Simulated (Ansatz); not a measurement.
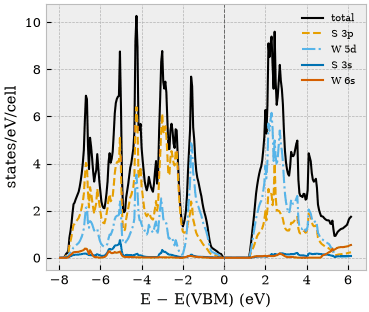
Fig. 1. Total and projected density of states of WS2 in space group P6_3/mmc (No. 194; W on 2c, S on 4f), plane-wave PAW r²SCAN+D4 (Ansatz code)

Problem. Which orbitals carry the states next to the gap?

Solution. Top 1 eV of the valence band: W 5d 66 %, S 3p 28 %. Bottom 1 eV of the conduction band: W 5d 62 %, S 3p 31 %. Projections are on Löwdin-orthogonalised atomic valence shells; empty p or d shells of many metals are not among them.

Problem. Where is the tallest occupied peak in this window, and what makes it?

Solution. Near -4.2 eV, about 10 states/eV per cell; the largest projected share is S 3p.

The cell was relaxed with r²SCAN+D4 under the symmetry of its start; phonons on a q-mesh show no instability. The run is not spin-polarised. Spin–orbit coupling is left out wherever it is not named.

Potentials: the earlier of the program's two PAW sets.
